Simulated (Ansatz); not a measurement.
Start from ZnSnO₃ (space group R3c, No. 161).

```xyz
10
Lattice="2.6390 1.5236 4.6697 -2.6390 1.5236 4.6697 0.0000 -3.0473 4.6697" Properties=species:S:1:pos:R:3 pbc="T T T"
Zn     0.0000     0.0000     4.1333
Zn     0.0000     0.0000    11.1379
Sn     0.0000     0.0000     0.1762
Sn     0.0000     0.0000     7.1808
O      1.5971     0.0417     5.8030
O     -0.8347     1.3622     5.8030
O     -0.7624    -1.4040     5.8030
O      0.7624     1.6433     8.1378
O     -1.8043    -0.1614     8.1378
O      1.0419    -1.4819     8.1378
```

Cartesian axes are those of the cell as printed.

Now apply this change: compressive biaxial strain of 2.28 % in the plane normal to [001], as in epitaxy on a mismatched substrate; the out-of-plane cell vector and the atoms relax.

Calculations: Ansatz (a quantum-chemistry and plane-wave program), PBEsol, PAW, cutoff 420 eV, no spin-orbit coupling, earlier PAW set.

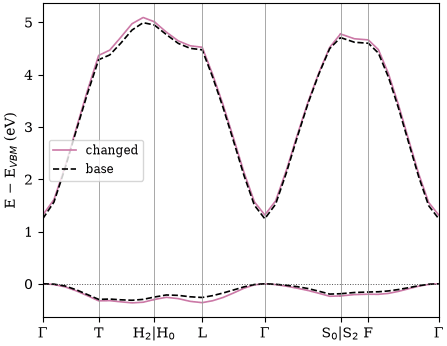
Highest valence and lowest conduction band along the path, each from its own valence-band maximum

Q: Read the changed gap and its character from the plot.

A: About 1.3 eV, direct at Γ.

No phonon test of stability was made.
